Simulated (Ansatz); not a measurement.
ClH3InNO···HCl

Input file:

```
crystal:
  periodic: [false, false, false]
  atoms:
    - { symbol: In, position_ang: [0.0, 0.0, 0.0] }
    - { symbol: Cl, position_ang: [0.0, 0.0, 2.79] }
    - { symbol: O, position_ang: [1.7233, 0.0, -0.995] }
    - { symbol: H, position_ang: [2.0232, -0.9519, -1.1499] }
    - { symbol: Cl, position_ang: [-2.113, 0.0, -1.22] }
    - { symbol: "N", position_ang: [-0.3039, 2.2859, 0.7662] }
    - { symbol: H, position_ang: [-1.2346, 2.7731, 0.6245] }
    - { symbol: H, position_ang: [0.4942, 2.7959, 1.2422] }
    - { symbol: H, position_ang: [-0.2081, 1.5649, 2.0024] }
basis:
  gaussian: { orbitals: def2-SVP }
hamiltonian:
  xc: blyp
relax:
  f_tol: 0.15
  max_steps: 25
  restrain:
    - { distance: [0, 5], at: 2.13, k: 30.0 }
    - { distance: [8, 1], at: 1.37, k: 30.0 }
    - { distance: [0, 1], at: 3.64, k: 30.0 }
    - { distance: [8, 5], at: 2.26, k: 30.0 }
output:
  orbitals: {}
```

Launched as:

```sh
ansatz run input.yaml --threads 4 --pin off --max-ram 5120MiB --backend cpu --events-out ev --progress --plain --runs-dir out
```

The fields are those of the run's last geometry, not of the input's.

Core potentials replace the inner electrons of In; not at a stationary point (largest force 0.8 eV/Å).

Level of theory: Ansatz 0.2.0, RKS BLYP/def2-SVP.

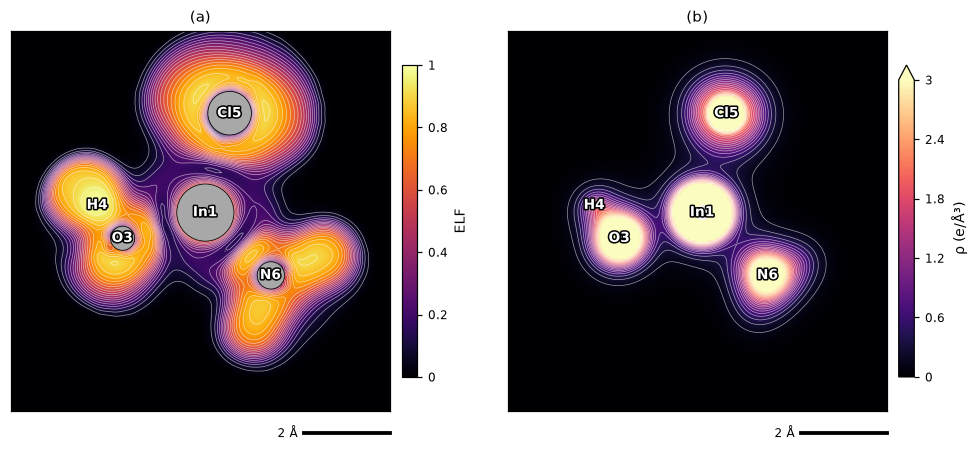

Figure 1. (a) ELF; (b) electron density on the plane of atoms O3, In1 and N6. Grey discs cover the atomic cores in the ELF map.

Interpret the plot.

Answer. Atoms in the plane: In, O, H, Cl and N.
In–O (2.03 Å): the density is about 0.66 e/Å³ at the midpoint; the ELF peaks at about 0.85 in the valence shell of O, 0.6 Å from its nucleus, and drops to about 0.15 between the two atoms.
In–N (2.12 Å): ρ at the midpoint is about 0.6 e/Å³; the ELF peaks at about 0.85 in the valence shell of N, 0.7 Å from its nucleus, and drops to about 0.15 between the two atoms.
In–Cl (2.39 Å): the density is about 0.47 e/Å³ at the midpoint; the ELF peaks at about 0.80 in the valence shell of Cl, 0.8 Å from its nucleus, and drops to about 0.15 between the two atoms.
O–H (0.98 Å): ρ at the midpoint is about 3.5 e/Å³; the ELF climbs to about 1 towards the hydrogen, as it does in any bond to H (an ordinary covalent bond to hydrogen).
The ELF also peaks beside O3 and Cl5, away from the bonds: lone-pair regions.

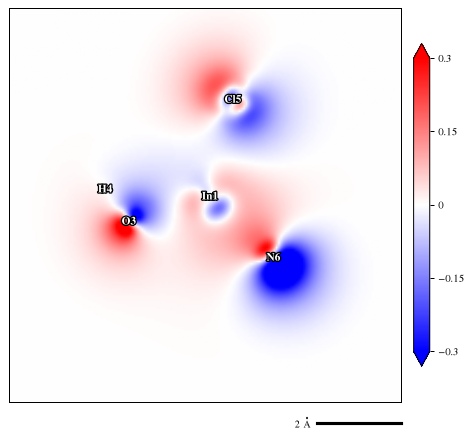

Figure 2. One frontier orbital on the plane of atoms O3, In1 and N6 (values in Å⁻³ᐟ²; the overall sign is arbitrary).

Which orbital is it: HOMO or LUMO?

Answer. The HOMO, at −6.45 eV. By Hirshfeld shares it lies mainly on N6 (about 55 %), O3 (about 15 %), In1 (about 10 %) and Cl5 (about 5 %).
